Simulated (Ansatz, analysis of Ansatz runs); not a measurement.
# How often does S try the jump in SrLa2S4 (I-42d)?

Aim: the prefactor of a hop in SrLa2S4 (I-42d) (V_S hop (3.4 Å), charge +2) from the modes of the moving atom at the start and at the top of a path found beforehand. Model: a cell of 56 host atoms with 1 S taken out.

Program: Ansatz 0.2.0. Level of theory: plane-wave PAW DFT, PBEsol; finite-difference force constants of the moving atom alone. Results are calculated unless marked as measured.

**1. Starting point**

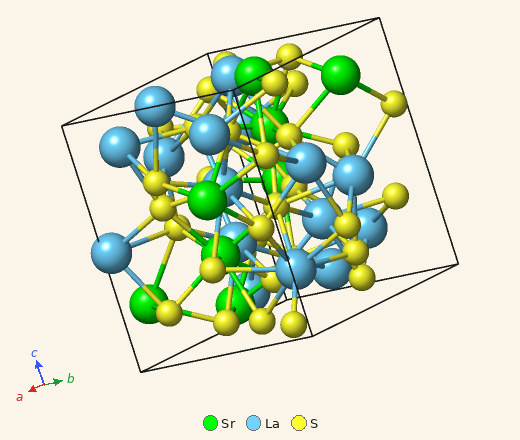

The cell as given, slightly off an axis (strontium green, lanthanum blue, sulfur yellow). Some periodic images of atoms are drawn too.

The cell holds 55 atoms: 8 Sr, 16 La and 31 S. Cell: a = 12.257 Å, b = 12.257 Å, c = 12.277 Å, α = 59.9°, β = 59.9°, γ = 60.1°. It derives from SrLa2S4 (space group I-42d). Nearest the centre at fractional (0.523, 0.850, 0.401): S38 at 1.46 Å, Sr6 at 2.57 Å, Sr4 at 2.65 Å, La10 at 2.70 Å, S54 at 3.61 Å, S44 at 3.63 Å, La16 at 3.70 Å, S48 at 3.73 Å. The cell carries charge +2.

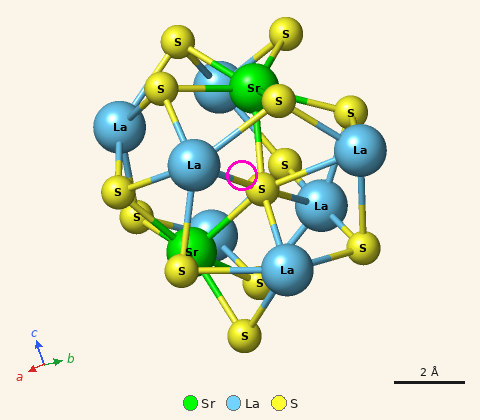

The atoms within 5 Å of the centre. A ring marks the centre wherever it is empty.

The cell's shortest repeat is 12.3 Å.

**2. Vibrations of the moving atom at the start point**

Harmonic transition-state theory takes the prefactor from the modes at the minimum and at the top. Only the moving atom is displaced, by 0.02 Å, which takes six displaced runs and a reference; the host's atoms are held.

qp2.start.modes/input.yaml reads:

```yaml
crystal:
  lattice:
    - [0.0, 8.68134836, 8.65211018]
    - [8.68134836, 0.0, 8.65211018]
    - [8.68134836, 8.68134836, 0.0]
  atoms:
    - { symbol: Sr, position: [0.00466211, -0.00241968, 0.49897417] }
    - { symbol: Sr, position: [0.25038794, 0.24808495, 0.74902526] }
    - { symbol: Sr, position: [0.49955285, 0.50176764, -0.00192556] }
    - { symbol: Sr, position: [0.76168288, 0.749747, 0.24092182] }
    - { symbol: Sr, position: [0.1255747, 0.6237004, 0.3751344] }
    - { symbol: Sr, position: [0.369533, 0.88114901, 0.62928568] }
    - { symbol: Sr, position: [0.62711767, 0.12290752, 0.87369337] }
    - { symbol: Sr, position: [0.87143941, 0.37593497, 0.12891959] }
    - { symbol: La, position: [0.12745186, 0.74848531, 0.0004511] }
    - { symbol: La, position: [0.37582942, 1.01461941, 0.23772959] }
    - { symbol: La, position: [0.62483472, 0.24992589, 0.50266285] }
    - { symbol: La, position: [0.87917816, 0.49803716, 0.75146515] }
    - { symbol: La, position: [0.00216929, 0.12273843, 0.74698674] }
    - { symbol: La, position: [0.25253091, 0.37458303, 0.99695162] }
    - { symbol: La, position: [0.50250576, 0.6186745, 0.23612552] }
    - { symbol: La, position: [0.75199078, 0.87090653, 0.49797685] }
    - { symbol: La, position: [0.24080671, 0.61552527, 0.63404488] }
    - { symbol: La, position: [0.49798421, 0.87895282, 0.87121923] }
    - { symbol: La, position: [0.74840146, 0.12336081, 0.12594114] }
    - { symbol: La, position: [0.99969751, 0.3775369, 0.37351945] }
    - { symbol: La, position: [0.12153171, 0.00493083, 0.1265573] }
    - { symbol: La, position: [0.37131788, 0.25365439, 0.37757447] }
    - { symbol: La, position: [0.63022796, 0.4915977, 0.63895444] }
    - { symbol: La, position: [0.87126541, 0.75378356, 0.8766776] }
    - { symbol: S, position: [0.22423727, 0.47428883, 0.19631245] }
    - { symbol: S, position: [0.72341473, 0.97171613, 0.69916206] }
    - { symbol: S, position: [0.97163901, 0.2209335, 0.95282129] }
    - { symbol: S, position: [0.10018328, 0.84462821, 0.72937953] }
    - { symbol: S, position: [0.34780249, 0.10008039, 0.97781897] }
    - { symbol: S, position: [0.59952992, 0.34535999, 0.22917838] }
    - { symbol: S, position: [0.84805255, 0.5975177, 0.47982773] }
    - { symbol: S, position: [0.1034797, 0.20046741, 0.22237426] }
    - { symbol: S, position: [0.35504995, 0.44787107, 0.47300143] }
    - { symbol: S, position: [0.60337386, 0.6988097, 0.72367475] }
    - { symbol: S, position: [0.85643481, 0.9485806, 0.97235172] }
    - { symbol: S, position: [0.07097711, 0.47759146, 0.85133901] }
    - { symbol: S, position: [0.31834851, 0.73446192, 0.09917968] }
    - { symbol: S, position: [0.56783161, 0.96128381, 0.35394369] }
    - { symbol: S, position: [0.82515458, 0.2301886, 0.59456152] }
    - { symbol: S, position: [0.22186789, 0.97487669, 0.85507305] }
    - { symbol: S, position: [0.47609219, 0.22880274, 0.10029987] }
    - { symbol: S, position: [0.69252231, 0.49849276, 0.36945882] }
    - { symbol: S, position: [0.97474039, 0.72343062, 0.60201033] }
    - { symbol: S, position: [0.19991793, 0.10661654, 0.46946689] }
    - { symbol: S, position: [0.44903905, 0.35530028, 0.72330835] }
    - { symbol: S, position: [0.698952, 0.60529459, 0.96996426] }
    - { symbol: S, position: [0.95085999, 0.8558909, 0.2216965] }
    - { symbol: S, position: [0.26238955, 0.80995961, 0.3640745] }
    - { symbol: S, position: [0.48189209, 0.07411554, 0.59413926] }
    - { symbol: S, position: [0.73313736, 0.32109568, 0.84820948] }
    - { symbol: S, position: [0.98144849, 0.57107349, 0.09670097] }
    - { symbol: S, position: [0.09773078, 0.34832682, 0.57296146] }
    - { symbol: S, position: [0.35176012, 0.6018665, 0.8132283] }
    - { symbol: S, position: [0.59553381, 0.84560578, 0.07988779] }
    - { symbol: S, position: [0.84753187, 0.09768411, 0.32549412] }
  symmetry: { detect: false }
total_charge: 2
basis:
  ecutwfc: 420
  xc_grid: 2
hamiltonian:
  xc: pbesol
kpoints:
  mp_grid: { grid: [1, 1, 1], shift: [0.25, 0.25, 0.25] }
scf:
  occupations: { method: fixed }
  max_iter: 150
phonons:
  supercell: [1, 1, 1]
  displaced_sites: [37]
  amplitude: 0.02
```

Command:

```bash
$ ansatz run input.yaml --threads 32 --pin off --max-ram 84787MiB --backend cuda --events-out ev --progress --plain --runs-dir out --max-vram 78GiB
```

Numbers of over 12 decimals in the logs are rounded to 6 here.

Log:

```text
Engine: ansatz 0.2.0, aarch64-unknown-linux-gnu
[...]
Pseudopotential: Sr, paw, valence charge 10, recommended cutoff 420 eV (normal), Sr.paw.azcp
Pseudopotential: La, paw, valence charge 11, recommended cutoff 420 eV (normal), La.paw.azcp
Pseudopotential: S, paw, valence charge 6, recommended cutoff 420 eV (normal), S.paw.azcp
Functional definition: PBEsol
[...]
Crystal: 55 atoms, lattice volume = 1304.147 Å³
Basis set: ecut = 420 eV, 25573 PW (Γ), exchange–correlation on 180×180×180 points (8 copies of the dense FFT grid, shifted against one another)
Bands: 275, of which v1, the nominal top of the filled ones, is band 220 counted from 1 (219 counted from 0)
[...]
k-points: 1
[...]
Functional: x = pbesol(κ = 0.804, μ = 0.123457), c = pbesol(β = 0.046)
SCF iter   1: F=—  HF=-154092.916592 eV  |F-HF|=—  |Δ(HF+E_count)|=         —  Δρ=5.56e-3  dr2=6.57e-1  ethr=1.77e-3  ⟨swp⟩=6.0  Hψ=1225  notcnv=0  defer=50
[...]
SCF iter   2: F=—  HF=-154092.777038 eV  |F-HF|=—  |Δ(HF+E_count)|=   1.40e-1  Δρ=2.05e-3  dr2=6.58e-2  ethr=1.49e-4  ⟨swp⟩=4.0  Hψ=419  notcnv=0  defer=53
[...]
SCF 1 converged in 11 iterations: F = -154092.773184 eV  dr2 = 2.81e-10
[...]
SCF iter   2: F=—  HF=-154092.771909 eV  |F-HF|=—  |Δ(HF+E_count)|=   6.22e-5  Δρ=6.45e-5  dr2=8.27e-5  ethr=4.10e-8  ⟨swp⟩=2.0  Hψ=309  notcnv=0  defer=50
[...]
SCF iter   8: F=-154092.772125 eV  HF=-154092.772125 eV  |F-HF|=2.91e-11  |Δ(HF+E_count)|=  1.46e-10  Δρ=3.67e-8  dr2=4.68e-11  ethr=1.00e-12  ⟨swp⟩=4.0  Hψ=967  notcnv=0
SCF 2 converged in 8 iterations: F = -154092.772125 eV  dr2 = 4.68e-11
[...]
SCF 7 converged in 6 iterations: F = -154092.772527 eV  dr2 = 1.29e-11
SCF converged after 11 iterations
[...]
--- Band table (eV) ---
[...]
--- Phonons: 6 displaced members + reference (amplitude 0.02 Å, Σ member SCF iterations 41) ---
  symmetry images taken by strict's conditions (phonons.symmetry_images: auto; settled by no image being taken that strict refuses)
  force constants formed among 1 of 55 sites (S 37); the other 54 at rest. The modes move the named sites alone.
  the frequencies, the zero-point energy and the sums are of the block with the acoustic sum rule laid on its rows. Row sums over every site: 4.2e-5 eV/Å² at the most
  transpose residual: 9.7e-4 eV/Å²
  largest component of a force at the reference: 2.5e-3 eV/Å on a named site, 9.2e-3 eV/Å on a site at rest
  frequencies among the named sites at Γ of the cell (cm⁻¹): 165.00 213.99 215.76
  unstable modes among the named sites: 0
  frequencies as built, with no sum rule (cm⁻¹): 165.00 213.99 215.76
  zero-point energy: 0.036870 eV/cell   skipped modes (ω ≤ 0): 0
  not written: the harmonic force-constant file, the file of eigenvectors (these modes' are written with the force constants), the density of states and the dispersion, which are of every site
[...]
```

Run time: 4.6 s. Hardware: 1 × NVIDIA GB200 with 32 threads of Arm Neoverse V2, shared host; peak memory 2.2 GiB; 16 s of CPU time.

This step gave:

| Quantity | Value |
| --- | --- |
| free energy | -154092.7732 eV |
| frequencies of moving atom | 165.0, 214.0, 215.8 cm⁻¹ (negative: imaginary) |

The three modes are 165, 214 and 216 cm⁻¹: all real, a minimum for this atom with the others held.

**3. Vibrations of the moving atom at the top of the path**

The same at the top, where the mode along the path should be imaginary.

qp2.top.modes/input.yaml reads:

```yaml
crystal:
  lattice:
    - [0.0, 8.68134836, 8.65211018]
    - [8.68134836, 0.0, 8.65211018]
    - [8.68134836, 8.68134836, 0.0]
  atoms:
    - { symbol: Sr, position: [-0.00056002, -0.00021331, 0.49954654] }
    - { symbol: Sr, position: [0.25338539, 0.2482657, 0.74783347] }
[... 1 atom line left out ...]
    - { symbol: Sr, position: [0.77203093, 0.7418118, 0.23072316] }
[... 1 atom line left out ...]
    - { symbol: Sr, position: [0.35639481, 0.88016544, 0.64659651] }
[... 3 atom lines left out ...]
    - { symbol: La, position: [0.37539231, 0.99980809, 0.25007042] }
[... 5 atom lines left out ...]
    - { symbol: La, position: [0.74956584, 0.86330886, 0.50015678] }
[... 6 atom lines left out ...]
    - { symbol: La, position: [0.62488712, 0.51212953, 0.62403346] }
[... 7 atom lines left out ...]
    - { symbol: S, position: [0.85434646, 0.59445523, 0.4782717] }
[... 2 atom lines left out ...]
    - { symbol: S, position: [0.60308645, 0.69738527, 0.72974485] }
[... 3 atom lines left out ...]
    - { symbol: S, position: [0.53909103, 0.83601455, 0.41356987] }
[... 2 atom lines left out ...]
    - { symbol: S, position: [0.48371933, 0.20801605, 0.12087378] }
[... 2 atom lines left out ...]
    - { symbol: S, position: [0.19931261, 0.10841682, 0.47089212] }
[... 3 atom lines left out ...]
    - { symbol: S, position: [0.24671485, 0.81188303, 0.35867627] }
[... 5 atom lines left out ...]
    - { symbol: S, position: [0.59692251, 0.84619799, 0.0737871] }
    - { symbol: S, position: [0.84580606, 0.09474644, 0.32504818] }
  symmetry: { detect: false }
total_charge: 2
basis:
  ecutwfc: 420
  xc_grid: 2
hamiltonian:
  xc: pbesol
kpoints:
  mp_grid: { grid: [1, 1, 1], shift: [0.25, 0.25, 0.25] }
scf:
  occupations: { method: fixed }
  max_iter: 150
phonons:
  supercell: [1, 1, 1]
  displaced_sites: [37]
  amplitude: 0.02
```

Log:

```text
[...]
Crystal: 55 atoms, lattice volume = 1304.147 Å³
Basis set: ecut = 420 eV, 25573 PW (Γ), exchange–correlation on 180×180×180 points (8 copies of the dense FFT grid, shifted against one another)
Bands: 275, of which v1, the nominal top of the filled ones, is band 220 counted from 1 (219 counted from 0)
[...]
k-points: 1
[...]
SCF iter   1: F=—  HF=-154092.268951 eV  |F-HF|=—  |Δ(HF+E_count)|=         —  Δρ=5.55e-3  dr2=6.24e-1  ethr=1.77e-3  ⟨swp⟩=6.0  Hψ=1211  notcnv=0  defer=49
[...]
SCF iter   2: F=—  HF=-154092.133524 eV  |F-HF|=—  |Δ(HF+E_count)|=   1.35e-1  Δρ=2.03e-3  dr2=5.61e-2  ethr=1.42e-4  ⟨swp⟩=3.0  Hψ=420  notcnv=0  defer=53
[...]
SCF 1 converged in 11 iterations: F = -154092.129628 eV  dr2 = 2.50e-10
[...]
SCF iter   2: F=—  HF=-154092.127527 eV  |F-HF|=—  |Δ(HF+E_count)|=   6.30e-5  Δρ=7.32e-5  dr2=1.02e-4  ethr=4.54e-8  ⟨swp⟩=2.0  Hψ=321  notcnv=0  defer=48
[...]
SCF iter   8: F=-154092.127740 eV  HF=-154092.127740 eV  |F-HF|=2.91e-11  |Δ(HF+E_count)|=  5.82e-11  Δρ=3.19e-8  dr2=3.19e-11  ethr=1.00e-12  ⟨swp⟩=5.0  Hψ=946  notcnv=0
SCF 2 converged in 8 iterations: F = -154092.127740 eV  dr2 = 3.19e-11
[...]
SCF 7 converged in 5 iterations: F = -154092.129304 eV  dr2 = 4.79e-11
SCF converged after 11 iterations
[...]
--- Band table (eV) ---
[...]
transpose residual: 1.7e-3 eV/Å²
[...]
frequencies among the named sites at Γ of the cell (cm⁻¹): -65.68 197.46 311.54
  unstable modes among the named sites: 1
  frequencies as built, with no sum rule (cm⁻¹): -65.68 197.46 311.54
  zero-point energy: 0.031554 eV/cell   skipped modes (ω ≤ 0): 1, of them read as no rigid motion or as one in doubt: 1 (1.000e0 modes/cell left out, lowest -65.68 cm⁻¹)
[...]
```

Wall time 5.3 s (1 × NVIDIA GB200 with 32 threads); peak memory 2.2 GiB.

Numbers from this step:

| Property | Result |
| --- | --- |
| free energy | -154092.1296 eV |
| frequencies of moving atom | -65.68, 197.5, 311.5 cm⁻¹ (negative: imaginary) |

The three modes are 66i, 197 and 312 cm⁻¹: one imaginary, a saddle of first order for this atom with the others held.

**4. Attempt frequency and hop rate**

Analysis of the runs above: harmonic transition-state theory from the moving atom's modes alone (Vineyard), PBEsol.

It gives:

- attempt frequency: 3.713 THz

Table of hop rate by temperature:

```
temperature (K)  hop rate (1/s)
            200          2.3e-4
            300            57.3
            400           28922
            600           1.5e7
            800           3.3e8
           1000           2.1e9
```

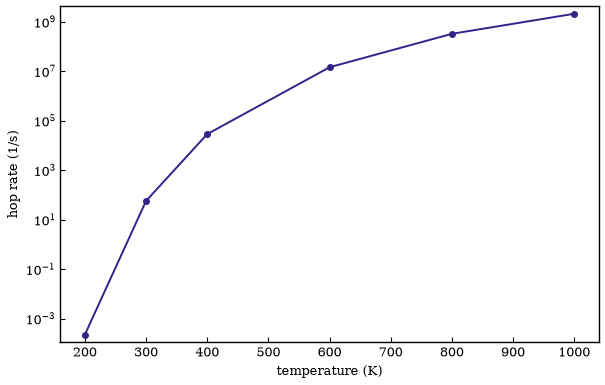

Hop rate, plotted against temperature.

**5. Outcome**

```
attempt frequency (attempt frequency and hop rate) : 3.71 THz
```

The attempt frequency, the product of the three frequencies at the start over that of the two real ones at the top (Vineyard), is 3.7 THz. With the barrier of 0.64 eV it gives 1.5e+07 hops a second at 600 K along this one path; equivalent neighbouring sites multiply that. The host's atoms were held, though they move along the path too, so the prefactor is rough. What this leaves open: one k-point off the zone centre stands for the whole zone; spin–orbit coupling, which can matter with heavy atoms, is left out.

[Logs are printed without paths, hosts, clocks, repeated set-up lines and the standing remarks that a program may print on its own settings, such as how far it seeks lower states.]

[Hosts, paths, dates, database ids (printed as entryN), source tags and the programs' standing remarks are cut or masked in the printed files.]
